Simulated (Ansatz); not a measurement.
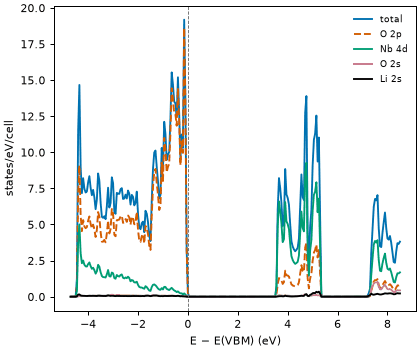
*Total and projected density of states of LiNbO$_{3}$ in space group R3c (No. 161; Li on 6a, Nb on 6a, O on 18b), plane-wave PAW PBE (Ansatz code)*

Task: Which orbitals carry the states next to the gap?

Result: Top 1 eV of the valence band: O 2p 94 %. Bottom 1 eV of the conduction band: Nb 4d 75 %, O 2p 20 %. Projections are on Löwdin-orthogonalised atomic valence shells; empty p or d shells of many metals are not among them.

The cell was relaxed with PBE under the symmetry of its start. No spin polarisation was allowed. Scalar-relativistic: spin–orbit coupling is off unless named, which matters more the heavier the elements.

Potentials: the later of the program's two PAW sets.
